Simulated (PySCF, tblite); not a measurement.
**C8H12OSi: geometry, infrared bands and NMR shifts**

Wanted: the infrared bands and NMR shifts of C8H12OSi (`[SiH3]c1cc(C2CCC2)co1`), by calculation.

The runs use tblite 0.8.0 and PySCF 2.14.0, with density-fitted response routines of our own; the level of theory stands in each step. All values are computed, except where a source is named. Atoms count from 0, in the outputs and in this text.

**1. Starting geometry**

22 atoms, charge 0, multiplicity 1; geometry from: force field or distance geometry start.

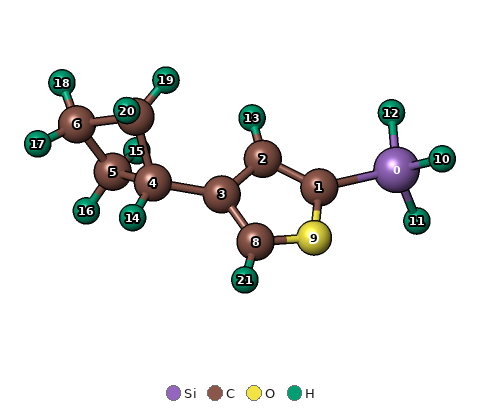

As it starts; silicon purple, carbon brown, oxygen yellow, hydrogen teal, atoms numbered.

**2. Geometry optimisation with GFN2-xTB**

Job settings and geometry (Å):

```
{"job": {"kind": "relax", "xc": "GFN2-xTB", "basis": "xTB"}, "charge": 0, "multiplicity": 1}
Si     4.066700     0.397100     0.254100
C      2.310200    -0.168300    -0.072600
C      1.070600     0.291600     0.325900
C      0.104400    -0.568900    -0.249200
C     -1.434200    -0.506000    -0.110700
C     -2.078300     0.871200    -0.430700
C     -3.066900     0.584500     0.712400
C     -1.985100    -0.341800     1.322600
C      0.803100    -1.532800    -0.937000
O      2.127100    -1.299200    -0.834900
H      4.831100    -0.650900     0.965800
H      4.737000     0.735300    -1.020100
H      4.023300     1.620700     1.116900
H      0.882000     1.165100     0.935900
H     -1.931600    -1.311400    -0.662000
H     -1.439700     1.745200    -0.225700
H     -2.518800     0.976100    -1.417800
H     -3.974000     0.049800     0.391600
H     -3.353600     1.443200     1.334600
H     -1.325400     0.163100     2.036500
H     -2.372700    -1.255400     1.786200
H      0.514300    -2.388800    -1.524800
```

The run is started by

```bash
$ OMP_NUM_THREADS=1 python probes_run.py task.json out
```

This one command runs all jobs of the session in turn.

What it wrote:

```text
step      E/eV     max force
  0    -789.58526    2.280
  1    -789.70021    0.796
  2    -789.73984    0.661
  3    -789.76723    0.278
  4    -789.77193    0.173
  5    -789.77571    0.181
  6    -789.77864    0.171
  7    -789.78247    0.182
  8    -789.78536    0.149
  9    -789.78804    0.102
 10    -789.79034    0.096
 11    -789.79215    0.083
 12    -789.79328    0.080
 13    -789.79417    0.078
 14    -789.79510    0.067
 15    -789.79601    0.074
 16    -789.79671    0.055
 17    -789.79723    0.058
 18    -789.79774    0.054
 19    -789.79844    0.081
 20    -789.79941    0.096
 21    -789.80068    0.081
 22    -789.80224    0.091
 23    -789.80401    0.099
 24    -789.80576    0.128
 25    -789.80724    0.110
 26    -789.80845    0.104
 27    -789.80948    0.103
 28    -789.81046    0.097
 29    -789.81131    0.078
 30    -789.81188    0.063
 31    -789.81224    0.055
 32    -789.81254    0.041
 33    -789.81287    0.040
 34    -789.81319    0.045
 35    -789.81351    0.046
 36    -789.81382    0.038
 37    -789.81415    0.055
 38    -789.81451    0.055
 39    -789.81493    0.053
 40    -789.81543    0.057
 41    -789.81593    0.057
 42    -789.81637    0.055
 43    -789.81676    0.046
 44    -789.81714    0.077
 45    -789.81760    0.078
 46    -789.81816    0.046
 47    -789.81848    0.037
 48    -789.81873    0.034
 49    -789.81899    0.037
 50    -789.81924    0.031
 51    -789.81947    0.038
 52    -789.81971    0.038
 53    -789.81997    0.037
 54    -789.82023    0.035
 55    -789.82046    0.034
 56    -789.82067    0.034
 57    -789.82089    0.045
 58    -789.82114    0.037
 59    -789.82134    0.032
 60    -789.82149    0.029
 61    -789.82161    0.048
 62    -789.82178    0.061
 63    -789.82198    0.047
 64    -789.82236    0.022
 65    -789.82244    0.021
 66    -789.82262    0.020
 67    -789.82268    0.018
 68    -789.82273    0.013
 69    -789.82276    0.010
```

Wall time 1 s (1 thread of Arm Neoverse N1, shared host).

Along the way: (not every step is listed)

| step | energy from step 0 (eV) | largest force (eV/Å) |
| --- | --- | --- |
| 0 | 0.0000 | 2.2805 |
| 1 | -0.1150 | 0.7959 |
| 2 | -0.1546 | 0.6613 |
| 3 | -0.1820 | 0.2778 |
| 4 | -0.1867 | 0.1732 |
| 5 | -0.1905 | 0.1811 |
| 6 | -0.1934 | 0.1711 |
| 7 | -0.1972 | 0.1821 |
| 8 | -0.2001 | 0.1492 |
| 13 | -0.2089 | 0.0783 |
| 18 | -0.2125 | 0.0542 |
| 23 | -0.2188 | 0.0989 |
| 28 | -0.2252 | 0.0967 |
| 33 | -0.2276 | 0.0396 |
| 38 | -0.2293 | 0.0552 |
| 43 | -0.2315 | 0.0464 |
| 48 | -0.2335 | 0.0336 |
| 53 | -0.2347 | 0.0371 |
| 58 | -0.2359 | 0.0367 |
| 63 | -0.2367 | 0.0473 |
| 64 | -0.2371 | 0.0224 |
| 65 | -0.2372 | 0.0206 |
| 66 | -0.2374 | 0.0200 |
| 67 | -0.2374 | 0.0185 |
| 68 | -0.2375 | 0.0127 |
| 69 | -0.2375 | 0.0102 |

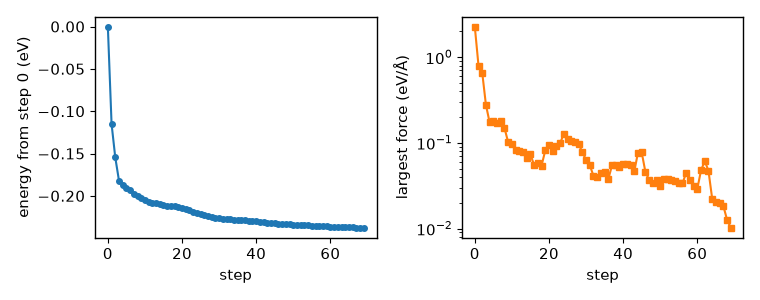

Energy and force, step by step.

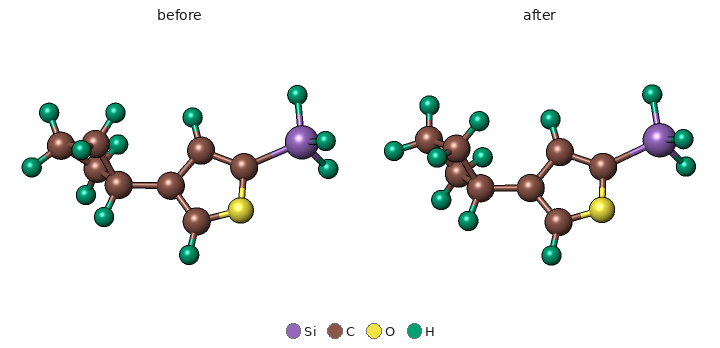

Before and after, at one scale.

Close pairs (by a distance rule), those that changed most:

| bond | before (Å) | after (Å) | change (Å) |
| --- | --- | --- | --- |
| C3–C4 | 1.546 | 1.484 | -0.062 |
| Si0–H12 | 1.498 | 1.463 | -0.035 |
| C1–O9 | 1.376 | 1.357 | -0.019 |
| Si0–H10 | 1.480 | 1.464 | -0.015 |
| Si0–H11 | 1.479 | 1.464 | -0.015 |
| C6–C7 | 1.549 | 1.535 | -0.014 |
| C5–H15 | 1.102 | 1.088 | -0.014 |
| C1–C2 | 1.381 | 1.368 | -0.013 |

The end geometry stands in the next job.

**3. Infrared spectrum with GFN2-xTB**

Job settings and geometry (Å):

```
{"job": {"kind": "ir", "xc": "GFN2-xTB", "basis": "xTB"}, "charge": 0, "multiplicity": 1}
Si     3.972620     0.480621     0.315356
C      2.246459    -0.146488    -0.040391
C      0.997735     0.281932     0.318797
C      0.062243    -0.612948    -0.261987
C     -1.417407    -0.562352    -0.158431
C     -2.087799     0.785360    -0.507593
C     -2.855703     0.743932     0.820915
C     -2.005458    -0.453994     1.266369
C      0.821399    -1.526196    -0.936402
O      2.129104    -1.257173    -0.810705
H      4.730919    -0.559277     1.013454
H      4.638776     0.811309    -0.945903
H      3.838727     1.671737     1.154513
H      0.780523     1.137325     0.926635
H     -1.847036    -1.393880    -0.720282
H     -1.373894     1.604304    -0.565189
H     -2.696117     0.783398    -1.409590
H     -3.908596     0.498529     0.698621
H     -2.774781     1.635413     1.439467
H     -1.253578    -0.193886     2.008418
H     -2.556334    -1.326019     1.612734
H      0.547788    -2.382260    -1.521714
```

What it wrote:

```text
mode    cm-1     km/mol
  1      35.8      0.12
  2      47.0      0.02
  3      53.2      0.05
  4      89.0      0.13
  5     124.0      0.25
  6     181.2      0.33
  7     229.1      0.07
  8     364.4      1.54
  9     396.7      0.15
 10     455.0     14.09
 11     528.6     63.58
 12     550.6     73.75
 13     614.8      3.01
 14     624.5      8.85
 15     649.5      4.30
 16     753.1      1.77
 17     756.7      3.91
 18     767.6    185.31
 19     785.3    354.23
 20     793.2    316.19
 21     818.5      1.09
 22     819.5      0.51
 23     837.1      1.84
 24     927.1     15.54
 25     946.4      5.90
 26     990.5      0.06
 27    1028.1      0.38
 28    1042.0      0.00
 29    1058.8      1.84
 30    1068.8      0.01
 31    1095.3     59.44
 32    1112.6      3.05
 33    1127.8      1.39
 34    1188.3      0.01
 35    1190.7      0.98
 36    1206.7      4.97
 37    1219.4     83.05
 38    1231.3      0.18
 39    1248.3      0.07
 40    1253.3      4.15
 41    1261.6      0.05
 42    1317.7      6.17
 43    1384.0      4.78
 44    1473.3      0.82
 45    1474.0      0.04
 46    1484.3     25.48
 47    1495.4      0.05
 48    1596.2      7.22
 49    2255.3    393.64
 50    2263.9    221.53
 51    2270.8    270.95
 52    2965.1     26.46
 53    2996.0      4.14
 54    3005.6     22.90
 55    3012.5     34.09
 56    3018.7     64.54
 57    3020.1     39.43
 58    3023.3    114.94
 59    3162.1     16.01
 60    3171.4     15.06
```

It took 1.7 s on 1 thread of Arm Neoverse N1, shared host.

The strongest bands and the atoms that carry them (share of the mass-weighted mode):

| cm⁻¹ | km/mol | atoms |
| --- | --- | --- |
| 768 | 185.3 | H12 60 %, H10 18 %, H11 17 % |
| 785 | 354.2 | H12 36 %, H11 28 %, H10 27 % |
| 793 | 316.2 | H11 46 %, H10 46 % |
| 1219 | 83.0 | C1 25 %, H14 18 %, O9 16 %, H21 16 % |
| 2255 | 393.6 | H11 50 %, H10 46 % |
| 2264 | 221.5 | H10 51 %, H11 47 % |
| 2271 | 270.9 | H12 97 % |
| 3023 | 114.9 | H17 32 %, H19 26 %, H15 23 % |

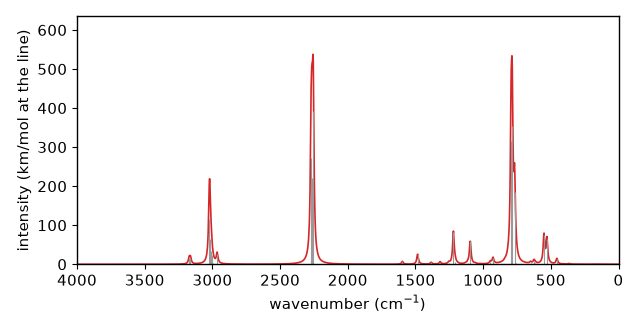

The infrared spectrum from these modes, unscaled. Lines are broadened to a width of 14 cm⁻¹ (Lorentzian).

**4. Nuclear shieldings: PBE0/pcSseg-1**

Settings changed since step 3:

```diff
@@ -1,2 +1,2 @@
-{"job": {"kind": "ir", "xc": "GFN2-xTB", "basis": "xTB"}, "charge": 0, "multiplicity": 1}
+{"job": {"kind": "nmr", "xc": "PBE0", "basis": "pcSseg-1"}, "charge": 0, "multiplicity": 1}
 Si     3.972620     0.480621     0.315356
```

Level: GIAO PBE0/pcSseg-1 NMR shielding, non-relativistic, gas phase.

What it wrote:

```text
coarse grid: 18840 points
cycle   1  E = -675.9721546665  dE =  1.628e+00  |g| = 4.900e-01  |ddm| = 4.439e+00
cycle   2  E = -675.9531407732  dE =  1.901e-02  |g| = 5.956e-01  |ddm| = 9.936e-01
cycle   3  E = -676.0293742620  dE = -7.623e-02  |g| = 7.447e-02  |ddm| = 5.331e-01
cycle   4  E = -676.0302923290  dE = -9.181e-04  |g| = 2.964e-02  |ddm| = 7.739e-02
cycle   5  E = -676.0304757528  dE = -1.834e-04  |g| = 8.010e-03  |ddm| = 3.072e-02
cycle   6  E = -676.0304850294  dE = -9.277e-06  |g| = 4.403e-03  |ddm| = 1.120e-02
cycle   7  E = -676.0304896172  dE = -4.588e-06  |g| = 6.343e-04  |ddm| = 4.398e-03
final grid: 177264 points
cycle   8  E = -676.1018559047  dE = -4.830e-05  |g| = 1.216e-02  |ddm| = 5.326e-02
cycle   9  E = -676.1018130045  dE =  4.290e-05  |g| = 1.919e-02  |ddm| = 2.443e-02
cycle  10  E = -676.1018852116  dE = -7.221e-05  |g| = 2.919e-03  |ddm| = 1.636e-02
cycle  11  E = -676.1018872152  dE = -2.004e-06  |g| = 3.243e-04  |ddm| = 2.891e-03
cycle  12  E = -676.1018872325  dE = -1.731e-08  |g| = 1.660e-04  |ddm| = 4.031e-04
cycle  13  E = -676.1018872390  dE = -6.459e-09  |g| = 3.777e-05  |ddm| = 1.991e-04
cycle  14  E = -676.1018872393  dE = -2.951e-10  |g| = 1.563e-05  |ddm| = 5.334e-05
converged SCF energy = -676.1018872393

GIAO shielding tensors (ppm)
atom      isotropic    diamagn.    paramagn.     s11        s22        s33       span
  0 Si     436.354     879.850    -443.496    416.708    429.423    462.930     46.222
  1 C       32.488     259.097    -226.609    -39.341     31.191    105.613    144.954
  2 C       57.647     252.964    -195.317    -43.808     63.072    153.677    197.484
  3 C       47.203     257.555    -210.351    -28.115     27.071    142.654    170.769
  4 C      156.373     243.766     -87.393    139.098    159.224    170.797     31.699
  5 C      155.673     248.713     -93.040    139.509    146.930    180.580     41.071
  6 C      170.019     254.263     -84.244    160.647    168.269    181.140     20.493
  7 C      155.673     249.633     -93.959    139.571    146.906    180.543     40.973
  8 C       37.183     253.243    -216.060    -36.125     49.115     98.559    134.684
  9 O       22.697     400.365    -377.668   -107.949    -72.117    248.158    356.106
 10 H       27.197      27.572      -0.374     23.812     25.326     32.454      8.642
 11 H       27.198      27.706      -0.508     23.815     25.324     32.455      8.640
 12 H       27.388      28.338      -0.949     23.538     26.858     31.769      8.230
 13 H       24.432      34.939     -10.507     21.972     22.187     29.136      7.164
 14 H       28.342      32.710      -4.367     23.500     28.955     32.573      9.073
 15 H       29.542      31.636      -2.094     26.489     29.533     32.604      6.115
 16 H       29.228      30.750      -1.522     26.119     26.669     34.898      8.779
 17 H       29.614      29.593       0.021     26.491     26.807     35.543      9.053
 18 H       29.695      29.968      -0.273     25.587     27.365     36.133     10.546
 19 H       29.539      31.551      -2.012     26.486     29.535     32.596      6.111
 20 H       29.226      30.585      -1.359     26.112     26.667     34.898      8.786
 21 H       24.091      32.901      -8.810     21.013     24.528     26.731      5.718
```

Run time: 1.9 min. Hardware: 1 thread of Arm Neoverse N1, shared host; peak memory 1 GiB.

The references, computed at this level on geometries of the same kind, shield at (ppm): ¹H TMS 31.72, ¹³C TMS 186.9, ²⁹Si TMS 349.2, ¹⁷O H2O 336.1. Their shielding less the atom's gives the shift. The references are single molecules in the gas phase, so shifts against H2O, NH3, PH3, H3PO4 or CFCl3 are not on the usual liquid scales and can be off by tens of ppm. Atoms listed in one row are averaged.

| atoms | environment | σ (ppm) | δ (ppm) | δ scaled to CDCl3 |
| --- | --- | --- | --- | --- |
| C1 | substituted aromatic carbon next to the ring oxygen | 32.5 | 154.4 | 148.8 |
| C8 | aromatic CH next to the ring oxygen | 37.2 | 149.7 | 144.2 |
| C3 | substituted aromatic carbon | 47.2 | 139.7 | 134.5 |
| C2 | aromatic CH | 57.6 | 129.3 | 124.3 |
| C5, C7 | sp3 CH2 in a ring | 155.7 | 31.3 | 28.6 |
| C4 | sp3 CH on an aromatic ring | 156.4 | 30.6 | 27.9 |
| C6 | sp3 CH2 in a ring | 170.0 | 16.9 | 14.6 |
| H21 | hydrogen on an aromatic CH next to the ring oxygen | 24.09 | 7.63 | 7.30 |
| H13 | hydrogen on an aromatic CH | 24.43 | 7.29 | 6.97 |
| H10, H11, H12 | hydrogen on a silicon bonded to C | 27.26 | 4.46 | – |
| H14 | hydrogen on an sp3 CH on an aromatic ring | 28.34 | 3.37 | 3.29 |
| H16, H20 | hydrogen on an sp3 CH2 in a ring | 29.23 | 2.49 | 2.45 |
| H15, H19 | hydrogen on an sp3 CH2 in a ring | 29.54 | 2.18 | 2.16 |
| H17 | hydrogen on an sp3 CH2 in a ring | 29.61 | 2.10 | 2.09 |
| H18 | hydrogen on an sp3 CH2 in a ring | 29.69 | 2.02 | 2.01 |
| Si0 | silicon bonded to C, 3 H | 436.4 | -87.2 | – |
| O9 | aromatic ring oxygen | 22.7 | 313.4 | – |

The scaled column applies a straight-line fit of computed shieldings to shifts measured in CDCl3 (root-mean-square error 0.16 ppm for H, 1.9 ppm for C).

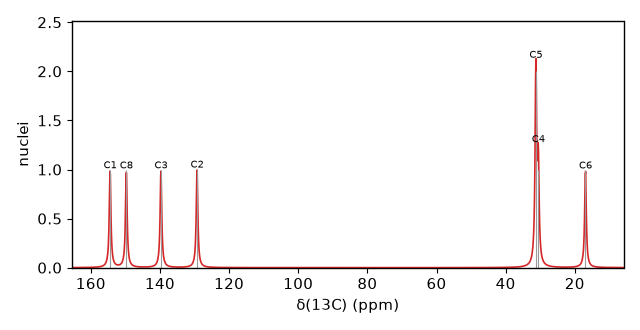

¹³C lines at the computed shifts, without couplings. Lines are broadened to a width of 0.55 ppm (Lorentzian).

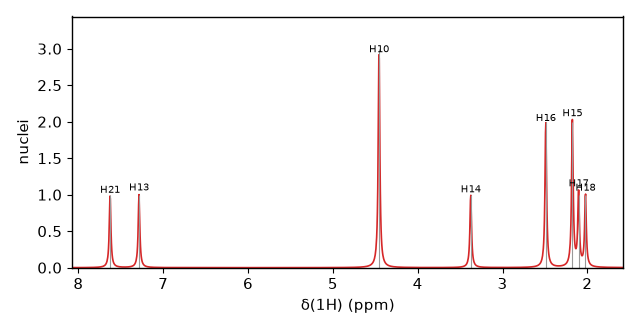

¹H lines at the computed shifts, without couplings. Lines are broadened to a width of 0.02 ppm (Lorentzian).

The run also stored atomic charges by several schemes (e):

| atoms | Mulliken | IAO | Hirshfeld | ESP fit |
| --- | --- | --- | --- | --- |
| Si0 | 0.55 | 0.62 | 0.31 | 0.28 |
| C1 | -0.04 | -0.13 | -0.05 | 0.01 |
| C2 | -0.14 | -0.22 | -0.09 | -0.16 |
| C3 | -0.17 | -0.06 | -0.03 | -0.37 |
| C4 | -0.27 | -0.11 | -0.02 | 0.27 |
| C5, C7 | -0.12 | -0.26 | -0.07 | -0.11 |
| C6 | -0.24 | -0.27 | -0.07 | -0.14 |
| C8 | 0.22 | 0.00 | 0.00 | 0.04 |
| O9 | -0.38 | -0.23 | -0.07 | -0.16 |

IAO charges:

Si0 0.62; C1 -0.13; C2 -0.22; C3 -0.06; C4 -0.11; C5 -0.26; C6 -0.27; C7 -0.26; C8 0.00; O9 -0.23; H10 -0.12; H11 -0.12; H12 -0.12; H13 0.16; H14 0.14; H15 0.14; H16 0.14; H17 0.14; H18 0.13; H19 0.14; H20 0.14; H21 0.17

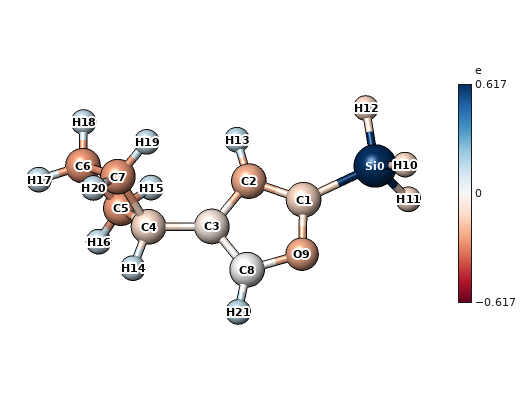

IAO charges, as colours on the atoms.

Mayer bond orders: Si0–C1 0.90, C1–C2 1.55, C2–C3 1.27, C3–C4 0.97, C4–C5 1.00, C5–C6 1.05, C6–C7 1.05, C3–C8 1.60, C8–O9 1.08, O9–C1 1.02, C7–C4 1.00.

Ring of atoms C1, C2, C3, C8, O9: NICS(0) -11.0, NICS(1) -10.3, NICS(1)zz -25.3 ppm (means of both faces).

Ring of atoms C4, C5, C6, C7: NICS(0) 1.8, NICS(1) 0.7, NICS(1)zz 3.7 ppm (means of both faces).

The fields below are evaluated on a grid from the run's orbitals.

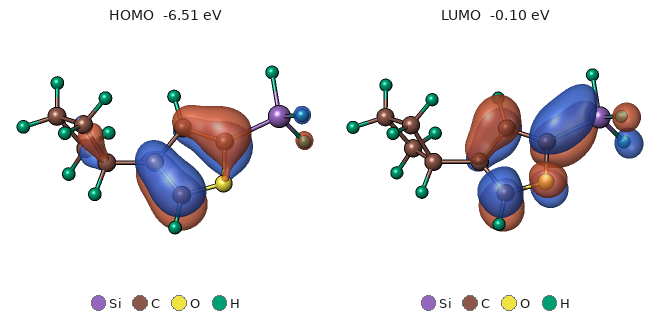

PBE0/pcSseg-1 orbitals near the gap, drawn at the value that encloses 70 % of each; the two colours are the two signs.

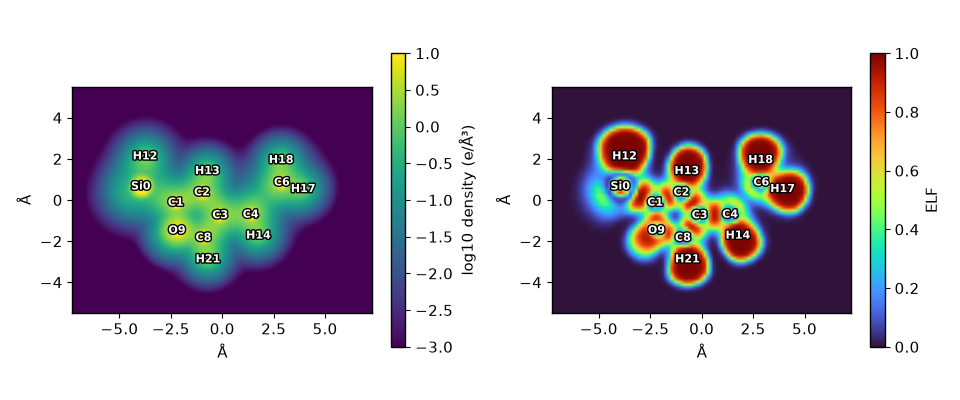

Density (left) and ELF (right) in a plane through or near 14 of the atoms.

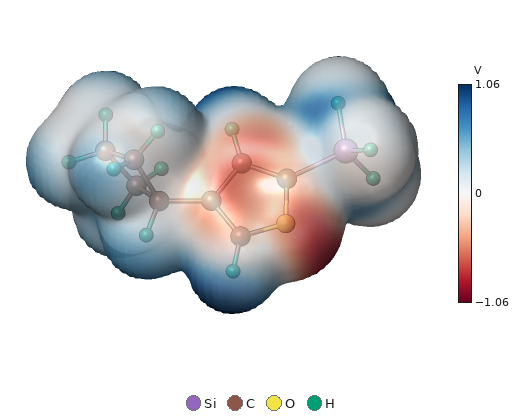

The potential that a unit positive charge feels on the 0.002 e/bohr³ surface, from -0.81 V near O9 to 1.06 V near H21.

**5. What came out**

```
                                                               quantity                                               value
                              strongest single infrared mode (GFN2-xTB)                               2255 cm⁻¹, 394 km/mol
                                           zero-point energy (GFN2-xTB)                                      108.4 kcal/mol
¹³C shifts against TMS (PBE0/pcSseg-1, means over atoms taken as alike)    154.4, 149.7, 139.7, 129.3, 31.3, 30.6, 16.9 ppm
 ¹H shifts against TMS (PBE0/pcSseg-1, means over atoms taken as alike)  7.63, 7.29, 4.46, 3.37, 2.49, 2.18, 2.10, 2.02 ppm
                                ²⁹Si shifts against TMS (PBE0/pcSseg-1)                                           -87.2 ppm
                                 ¹⁷O shifts against H2O (PBE0/pcSseg-1)                                           313.4 ppm
                                  surface potential, least and greatest                                  -0.81 V and 1.06 V
```

The optimisation took 69 steps and gained 0.238 eV; among the close pairs (by a distance rule), C3–C4 changed most, from 1.546 to 1.484 Å. All 60 modes are real, so the xTB geometry is a minimum. The strongest single mode, at 2255 cm⁻¹, moves mainly H11 and H10. GFN2-xTB is a fitted tight-binding method: band positions and strengths are rough. Its intensities can rank the bands wrongly. At PBE0/pcSseg-1: The largest span, 356 ppm, is at O9, where the paramagnetic term is -378 ppm. NICS(1)zz of -25 ppm above the planar ring from C1 marks a diatropic (aromatic) ring current.
